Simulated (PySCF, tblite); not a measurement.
**CH₁₃NOSi₄: geometry, infrared bands, NMR shifts and electronic excitations**

Aim: predict the infrared bands, NMR shifts and electronic excitations of CH₁₃NOSi₄ (`C[Si@@H](O[SiH3])N([SiH3])[SiH3]`).

The runs use tblite 0.8.0 and PySCF 2.14.0, with density-fitted response routines of our own; the level of theory stands in each step. All values are computed, except where a source is named. Atoms are numbered from 0 throughout.

## 1. The starting structure

20 atoms, charge 0, multiplicity 1; geometry from: force field or distance geometry start.

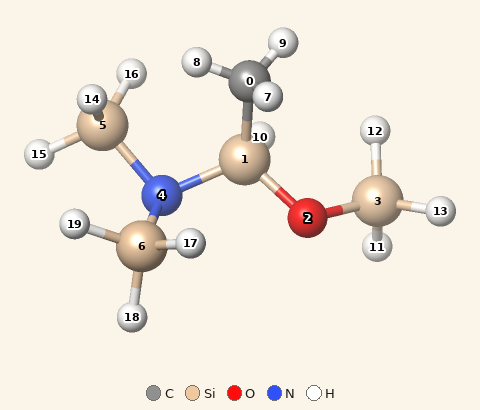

The starting geometry (carbon grey, silicon light orange, oxygen red, nitrogen blue, hydrogen white), atoms numbered; sticks join atoms by distance.

## 2. Optimising the geometry with GFN2-xTB

The job: settings as JSON, then the geometry in Å.

```
{"job": {"kind": "relax", "xc": "GFN2-xTB", "basis": "xTB"}, "charge": 0, "multiplicity": 1}
C      0.568700     1.394900    -1.045400
Si     0.522800    -0.191800    -0.079800
O      1.396500    -0.082200     1.412000
Si     3.022800    -0.539500     1.119300
N     -1.122600    -0.812600     0.127000
Si    -1.980200    -0.543100    -1.441600
Si    -2.048000    -0.058900     1.422300
H      0.582100     2.230700    -0.321900
H     -0.384200     1.463700    -1.607500
H      1.430000     1.468500    -1.705400
H      1.265200    -1.178200    -0.900500
H      3.199400    -1.967500     1.489600
H      3.316200    -0.354100    -0.281000
H      3.947900     0.294900     1.899600
H     -2.477900     0.857300    -1.451100
H     -3.095100    -1.502300    -1.448900
H     -1.028800    -0.805800    -2.523700
H     -1.433600     1.114200     2.011900
H     -2.324200    -1.084000     2.454600
H     -3.362000     0.306500     0.867300
```

On the command line:

```
$ OMP_NUM_THREADS=1 python probes_run.py task.json out
```

The driver reads the jobs from task.json and runs them one after another.

Log:

```text
step      E/eV     max force
  0    -620.75042    2.701
  1    -620.99721    1.758
  2    -621.14535    0.893
  3    -621.20368    0.915
  4    -621.30297    0.647
  5    -621.34632    0.688
  6    -621.42871    0.742
  7    -621.48907    0.585
  8    -621.54141    0.474
  9    -621.57980    0.508
 10    -621.62142    0.544
 11    -621.66918    0.632
 12    -621.72196    0.570
 13    -621.76496    0.334
 14    -621.78616    0.302
 15    -621.79796    0.327
 16    -621.81466    0.318
 17    -621.82868    0.256
 18    -621.83989    0.227
 19    -621.85101    0.323
 20    -621.86280    0.343
 21    -621.87437    0.268
 22    -621.88504    0.242
 23    -621.89524    0.236
 24    -621.90639    0.277
 25    -621.91795    0.297
 26    -621.92926    0.250
 27    -621.94248    0.310
 28    -621.95990    0.431
 29    -621.97891    0.409
 30    -621.99395    0.236
 31    -622.00302    0.161
 32    -622.00963    0.203
 33    -622.01775    0.290
 34    -622.02840    0.317
 35    -622.03720    0.212
 36    -622.04510    0.210
 37    -622.04978    0.160
 38    -622.05633    0.190
 39    -622.06076    0.196
 40    -622.06735    0.160
 41    -622.07166    0.139
 42    -622.07533    0.140
 43    -622.07832    0.161
 44    -622.08066    0.118
 45    -622.08220    0.095
 46    -622.08359    0.090
 47    -622.08528    0.123
 48    -622.08724    0.117
 49    -622.08900    0.097
 50    -622.09020    0.074
 51    -622.09103    0.073
 52    -622.09183    0.085
 53    -622.09274    0.068
 54    -622.09380    0.100
 55    -622.09487    0.093
 56    -622.09556    0.058
 57    -622.09598    0.043
 58    -622.09654    0.061
 59    -622.09739    0.073
 60    -622.09879    0.101
 61    -622.10055    0.107
 62    -622.10211    0.081
 63    -622.10316    0.060
 64    -622.10395    0.062
 65    -622.10484    0.070
 66    -622.10603    0.080
 67    -622.10738    0.101
 68    -622.10860    0.101
 69    -622.10946    0.065
 70    -622.10994    0.041
 71    -622.11027    0.070
 72    -622.11069    0.049
 73    -622.11144    0.050
 74    -622.11215    0.047
 75    -622.11261    0.034
 76    -622.11291    0.043
 77    -622.11319    0.047
 78    -622.11363    0.055
 79    -622.11426    0.064
 80    -622.11496    0.055
 81    -622.11553    0.055
 82    -622.11598    0.055
 83    -622.11643    0.047
 84    -622.11694    0.043
 85    -622.11737    0.037
 86    -622.11767    0.040
 87    -622.11789    0.056
 88    -622.11815    0.048
 89    -622.11850    0.045
 90    -622.11929    0.052
 91    -622.11965    0.049
 92    -622.12011    0.036
 93    -622.12038    0.030
 94    -622.12063    0.035
 95    -622.12089    0.042
 96    -622.12117    0.045
 97    -622.12145    0.029
 98    -622.12165    0.039
 99    -622.12180    0.027
100    -622.12194    0.027
101    -622.12217    0.031
102    -622.12248    0.037
103    -622.12284    0.045
104    -622.12311    0.044
105    -622.12325    0.029
106    -622.12333    0.031
107    -622.12342    0.024
108    -622.12364    0.023
109    -622.12385    0.028
110    -622.12413    0.026
111    -622.12430    0.026
112    -622.12439    0.025
113    -622.12449    0.024
114    -622.12465    0.029
115    -622.12488    0.031
116    -622.12510    0.033
117    -622.12525    0.032
118    -622.12537    0.030
119    -622.12552    0.026
120    -622.12575    0.032
121    -622.12601    0.030
122    -622.12624    0.032
123    -622.12641    0.032
124    -622.12663    0.035
125    -622.12704    0.053
126    -622.12778    0.067
127    -622.12879    0.076
128    -622.12975    0.076
129    -622.13052    0.068
130    -622.13032    0.091
131    -622.13146    0.063
132    -622.13181    0.061
133    -622.13238    0.059
134    -622.13397    0.087
135    -622.13478    0.067
136    -622.13671    0.064
137    -622.13749    0.048
138    -622.13779    0.058
139    -622.13822    0.048
140    -622.13886    0.035
141    -622.13941    0.033
142    -622.13966    0.044
143    -622.13981    0.023
144    -622.13990    0.021
145    -622.13996    0.016
146    -622.14000    0.014
147    -622.14006    0.015
148    -622.14011    0.016
149    -622.14014    0.015
150    -622.14018    0.014
151    -622.14023    0.014
152    -622.14027    0.013
153    -622.14031    0.013
154    -622.14034    0.013
155    -622.14037    0.013
156    -622.14040    0.013
157    -622.14042    0.011
158    -622.14044    0.013
159    -622.14047    0.015
160    -622.14051    0.013
161    -622.14054    0.014
162    -622.14057    0.013
163    -622.14061    0.013
164    -622.14065    0.016
165    -622.14069    0.020
166    -622.14074    0.021
167    -622.14079    0.018
168    -622.14085    0.018
169    -622.14092    0.019
170    -622.14100    0.023
171    -622.14110    0.024
172    -622.14126    0.032
173    -622.14150    0.036
174    -622.14186    0.046
175    -622.14231    0.054
176    -622.14279    0.058
177    -622.14326    0.062
178    -622.14373    0.046
179    -622.14417    0.044
180    -622.14467    0.041
181    -622.14521    0.055
182    -622.14567    0.068
183    -622.14589    0.128
184    -622.14651    0.059
185    -622.14690    0.050
186    -622.14742    0.058
187    -622.14779    0.069
188    -622.14821    0.061
189    -622.14853    0.044
190    -622.14878    0.035
191    -622.14893    0.024
192    -622.14906    0.035
193    -622.14912    0.031
194    -622.14924    0.024
195    -622.14933    0.021
196    -622.14939    0.013
197    -622.14943    0.013
198    -622.14945    0.011
199    -622.14947    0.009
```

Run time: 2.9 s. Hardware: 1 thread of Intel Xeon at 2.70GHz, shared host.

Along the way: (not every step is listed)

| step | energy from step 0 (eV) | largest force (eV/Å) |
| --- | --- | --- |
| 0 | 0.0000 | 2.7012 |
| 1 | -0.2468 | 1.7577 |
| 2 | -0.3949 | 0.8932 |
| 3 | -0.4533 | 0.9152 |
| 4 | -0.5525 | 0.6469 |
| 5 | -0.5959 | 0.6885 |
| 6 | -0.6783 | 0.7417 |
| 7 | -0.7387 | 0.5849 |
| 8 | -0.7910 | 0.4742 |
| 26 | -1.1788 | 0.2502 |
| 44 | -1.3302 | 0.1178 |
| 62 | -1.3517 | 0.0813 |
| 80 | -1.3645 | 0.0546 |
| 98 | -1.3712 | 0.0392 |
| 116 | -1.3747 | 0.0326 |
| 134 | -1.3836 | 0.0865 |
| 152 | -1.3899 | 0.0131 |
| 170 | -1.3906 | 0.0227 |
| 188 | -1.3978 | 0.0613 |
| 194 | -1.3988 | 0.0244 |
| 195 | -1.3989 | 0.0208 |
| 196 | -1.3990 | 0.0131 |
| 197 | -1.3990 | 0.0128 |
| 198 | -1.3990 | 0.0107 |
| 199 | -1.3990 | 0.0092 |

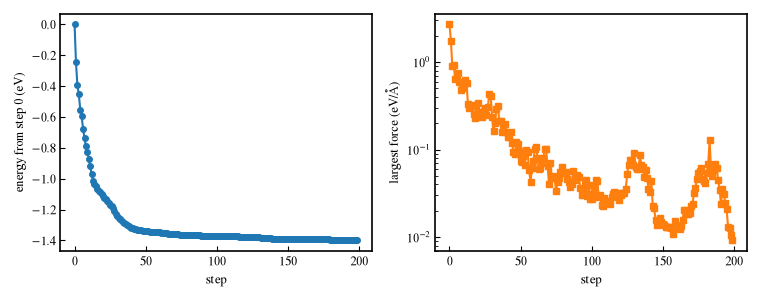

Energy and force, step by step.

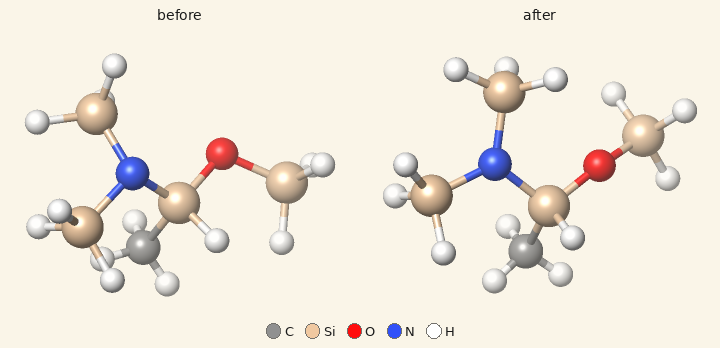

The geometry before (left) and after (right).

Distances of close pairs at the start and the end, largest changes first:

| bond | before (Å) | after (Å) | change (Å) |
| --- | --- | --- | --- |
| Si1–O2 | 1.732 | 1.621 | -0.112 |
| O2–Si3 | 1.715 | 1.614 | -0.101 |
| N4–Si5 | 1.808 | 1.741 | -0.067 |
| C0–Si1 | 1.858 | 1.893 | +0.035 |
| Si1–N4 | 1.771 | 1.740 | -0.031 |
| Si3–H11 | 1.486 | 1.461 | -0.025 |
| C0–H8 | 1.108 | 1.085 | -0.023 |
| Si3–H12 | 1.443 | 1.465 | +0.022 |

The end geometry stands in the next job.

## 3. Infrared spectrum with GFN2-xTB

The job: settings as JSON, then the geometry in Å.

```
{"job": {"kind": "ir", "xc": "GFN2-xTB", "basis": "xTB"}, "charge": 0, "multiplicity": 1}
C      0.899577     1.270247    -1.607207
Si     0.500613    -0.360640    -0.733312
O      1.478251    -0.565176     0.542941
Si     2.596434    -0.201875     1.648548
N     -1.140926    -0.389143    -0.158376
Si    -2.407785     0.010639    -1.283275
Si    -1.447822    -0.693949     1.531338
H      0.685994     2.126076    -0.971880
H      0.312072     1.378102    -2.513035
H      1.948879     1.316835    -1.882899
H      0.759526    -1.540814    -1.563624
H      2.941132    -1.482924     2.260185
H      3.741073     0.397572     0.958972
H      2.022208     0.740463     2.609515
H     -2.691854     1.450482    -1.241293
H     -3.597420    -0.755463    -0.917367
H     -1.945087    -0.364794    -2.620308
H     -1.006727     0.449470     2.338112
H     -0.757141    -1.916284     1.938218
H     -2.896145    -0.858146     1.661709
```

Log:

```text
mode    cm-1     km/mol
  1       5.3      0.53
  2      18.1      0.49
  3      29.9      1.79
  4      49.3      1.22
  5      69.8      0.38
  6      91.5      1.37
  7     108.8      0.05
  8     126.1      2.75
  9     145.2      2.91
 10     186.0      3.02
 11     210.6      1.33
 12     227.7      4.80
 13     282.4     30.37
 14     477.3      4.21
 15     561.5      0.96
 16     563.4      1.21
 17     567.4     16.36
 18     580.8     79.67
 19     595.7     71.04
 20     603.0     50.64
 21     617.0     37.12
 22     651.7    155.90
 23     691.6    138.27
 24     761.8     97.84
 25     763.0      4.20
 26     768.1     15.44
 27     772.5      8.50
 28     777.0     78.17
 29     785.2    111.15
 30     789.1    213.02
 31     798.7    821.09
 32     804.2    922.59
 33     814.9    473.35
 34     836.2     33.67
 35     838.5     46.10
 36     978.7    588.59
 37     989.5    469.15
 38    1106.2    666.10
 39    1371.5     26.15
 40    1483.2      0.35
 41    1486.3      0.64
 42    2198.4    154.39
 43    2208.9    343.83
 44    2227.4    155.73
 45    2230.2    368.82
 46    2240.2    268.85
 47    2247.6    148.26
 48    2249.8    568.06
 49    2263.1    284.97
 50    2267.0    501.35
 51    2274.6    273.57
 52    3026.3     25.20
 53    3042.1     30.32
 54    3052.4     25.77
```

Run time: 1.5 s. Hardware: 1 thread of Intel Xeon at 2.70GHz, shared host.

The strongest bands and the atoms that carry them (share of the mass-weighted mode):

| cm⁻¹ | km/mol | atoms |
| --- | --- | --- |
| 799 | 821.1 | H16 17 %, H19 12 %, H14 12 %, H13 11 % |
| 804 | 922.6 | H9 12 %, H13 12 %, H12 12 % |
| 815 | 473.4 | H7 28 %, H9 12 %, C0 12 % |
| 979 | 588.6 | N4 73 %, Si1 16 % |
| 990 | 469.1 | N4 77 %, Si5 10 % |
| 1106 | 666.1 | O2 78 % |
| 2250 | 568.1 | H13 26 %, H16 25 %, H19 23 % |
| 2267 | 501.4 | H15 70 %, H19 21 % |

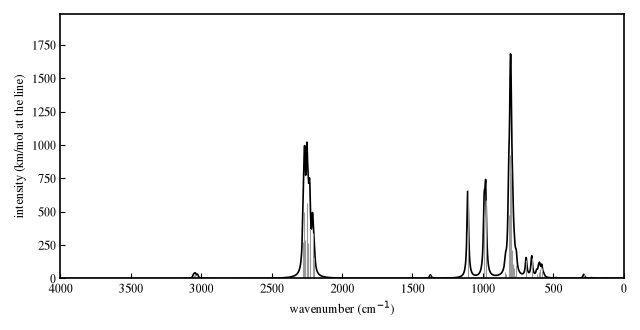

The infrared spectrum from these modes, unscaled. Lines are broadened to a width of 14 cm⁻¹ (Lorentzian).

## 4. Relaxing the molecule at PBE0-D3(BJ)/def2-SVP

The job: settings as JSON, then the geometry in Å.

```
{"job": {"xc": "PBE0", "basis": "def2-SVP", "d3": "d3bj", "grid": 1, "shake": 0.01, "kind": "geom"}, "charge": 0, "multiplicity": 1}
C      0.919990     1.244690    -1.603030
Si     0.494940    -0.365170    -0.735470
O      1.458050    -0.567500     0.534290
Si     2.629660    -0.199620     1.645020
N     -1.143740    -0.395820    -0.168930
Si    -2.411690     0.015460    -1.285660
Si    -1.438240    -0.695950     1.531580
H      0.701450     2.131530    -0.976930
H      0.310240     1.383510    -2.493680
H      1.946180     1.314400    -1.872880
H      0.750660    -1.543730    -1.554800
H      2.946940    -1.482010     2.266890
H      3.712790     0.407790     0.949380
H      2.005520     0.743230     2.616520
H     -2.696300     1.439720    -1.241030
H     -3.597950    -0.741410    -0.909890
H     -1.943150    -0.353680    -2.622360
H     -1.015990     0.455310     2.343940
H     -0.759290    -1.924110     1.940510
H     -2.921080    -0.851240     1.666620
```

Log:

```text
step   0  E = -1332.83865504  max force = 0.034696
step   1  E = -1332.84983494  max force = 0.007161
step   2  E = -1332.85049933  max force = 0.001478
step   3  E = -1332.85056356  max force = 0.000445
step   4  E = -1332.85059504  max force = 0.001159
step   5  E = -1332.85062778  max force = 0.001504
step   6  E = -1332.85066796  max force = 0.001215
step   7  E = -1332.85076882  max force = 0.001000
step   8  E = -1332.85087925  max force = 0.001411
step   9  E = -1332.85096981  max force = 0.001374
step  10  E = -1332.85108106  max force = 0.000964
step  11  E = -1332.85110738  max force = 0.000626
step  12  E = -1332.85112390  max force = 0.000365
step  13  E = -1332.85112820  max force = 0.000314
optimisation converged
```

Wall time 5.7 min (1 thread of Intel Xeon at 2.70GHz, shared host); peak memory 0.9 GiB.

The steps of the relaxation:

| step | energy from step 0 (eV) | largest force component (eV/Å) |
| --- | --- | --- |
| 0 | 0.0000 | 1.7841 |
| 1 | -0.3042 | 0.3682 |
| 2 | -0.3223 | 0.0760 |
| 3 | -0.3240 | 0.0229 |
| 4 | -0.3249 | 0.0596 |
| 5 | -0.3258 | 0.0773 |
| 6 | -0.3269 | 0.0625 |
| 7 | -0.3296 | 0.0514 |
| 8 | -0.3326 | 0.0726 |
| 9 | -0.3351 | 0.0707 |
| 10 | -0.3381 | 0.0496 |
| 11 | -0.3388 | 0.0322 |
| 12 | -0.3393 | 0.0188 |
| 13 | -0.3394 | 0.0161 |

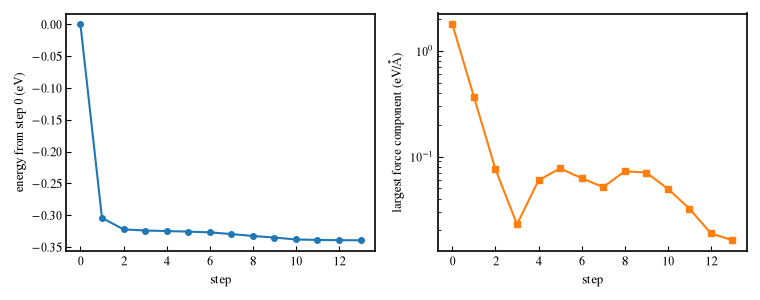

Energy and force, step by step.

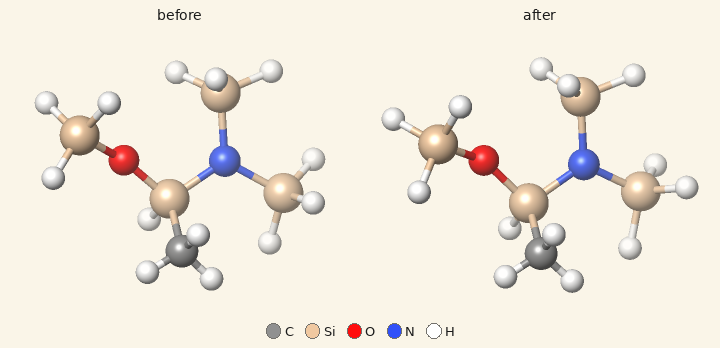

Before and after, at one scale.

Distances of close pairs at the start and the end, largest changes first:

| bond | before (Å) | after (Å) | change (Å) |
| --- | --- | --- | --- |
| Si3–H12 | 1.423 | 1.495 | +0.072 |
| Si1–O2 | 1.606 | 1.662 | +0.055 |
| Si5–H14 | 1.453 | 1.495 | +0.042 |
| Si5–H15 | 1.456 | 1.494 | +0.038 |
| C0–H9 | 1.063 | 1.101 | +0.038 |
| Si1–H10 | 1.458 | 1.492 | +0.034 |
| Si5–H16 | 1.464 | 1.496 | +0.033 |
| Si6–H18 | 1.462 | 1.492 | +0.031 |

The next job starts from the end point, and lists it.

| at the end point | value |
| --- | --- |
| point group (found at 0.08 Å tolerance) | C1 |
| rotational constants (GHz, main isotopes) | 1.858, 0.753, 0.580 |
| dipole moment (D) | 1.27 |

[end of part 1 of 2]
